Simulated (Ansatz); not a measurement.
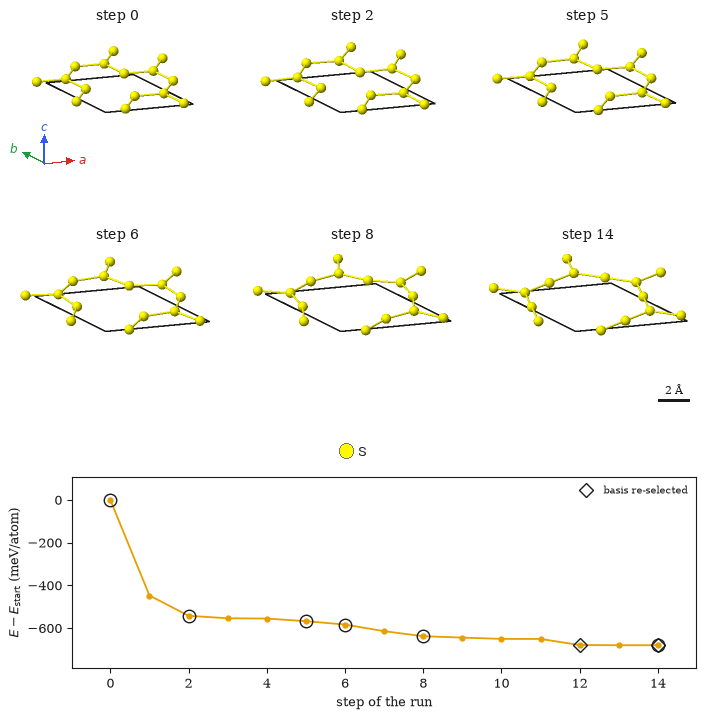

Frames of a relaxation of a free-standing layer of S (a generated structure, set up in P-62m) (coarse preliminary run), marked on the history of the run. The picture is a ball-and-stick view of the cell of the calculation, outlined in the plane, without the vacuum, seen from a free direction.

Level of theory: DFT PBE, scalar-relativistic, plane waves, PAW in Ansatz.

Input file:
```yaml
crystal:
  lattice:
    - [5.08977414, -2.9385825, 0.0]
    - [0.0, 5.877165, 0.0]
    - [0.0, 0.0, 14.0]
  atoms:
    - { symbol: S, position: [0.0, 0.66666667, 0.5] }
    - { symbol: S, position: [0.66666667, 0.0, 0.5] }
    - { symbol: S, position: [0.0, 0.33333333, 0.5] }
    - { symbol: S, position: [0.66666667, 0.66666667, 0.5] }
    - { symbol: S, position: [0.33333333, 0.0, 0.5] }
  periodic: [true, true, false]
basis:
  ecutwfc: 420
kpoints:
  mp_grid: { grid: [3, 3, 1] }
hamiltonian:
  xc: pbe
scf:
  occupations: { method: gaussian, width: 0.1 }
  lower_state_search: "off"
output:
  forces: true
  stress: true
  eigenvalues: true
relax:
  adjacent_minimum: "off"
  f_tol: 0.04
  max_steps: 70
  cell: { stress_2d_tol: 0.16 }
```

Command:
```bash
ansatz run input.yaml --threads 1 --pin off --max-ram 2048MiB --backend cpu --events-out ev --progress --plain --runs-dir out
```

Q: What happens along the run?

A: The largest moves, 1.25 Å, are those of S3, S4 and S5. S5 goes within the plane. In the plane the drawn cell goes a 5.877 → 7.493 Å (+27.5 %), b 5.877 → 7.493 Å (+27.5 %). Among the contacts that change: S1–S3 1.959 → 2.163 Å. Among the angles between lasting bonds that change: S1–S3–S2 120.0° → 180.0°. Over 12 accepted moves (14 points after the start) the energy falls by 680 meV per atom. The largest force component goes from 3.6 to 0.00011 eV/Å. At 2 points the geometry stayed and the basis and grid were re-selected for the new cell (energy shift of 28.6 meV per atom at most each time). The program noted that it reset the height of the cell. From step 0 to 2: S atoms move most (0.13 Å), energy −542 meV per atom. From step 2 to 5: S atoms move most (0.24 Å), energy −25.3 meV per atom. From step 5 to 6: S atoms move most (0.23 Å), energy −15.8 meV per atom. From step 6 to 8: S atoms move most (0.50 Å), energy −54.5 meV per atom. From step 8 to 14: S atoms move most (0.38 Å), energy −42.2 meV per atom.
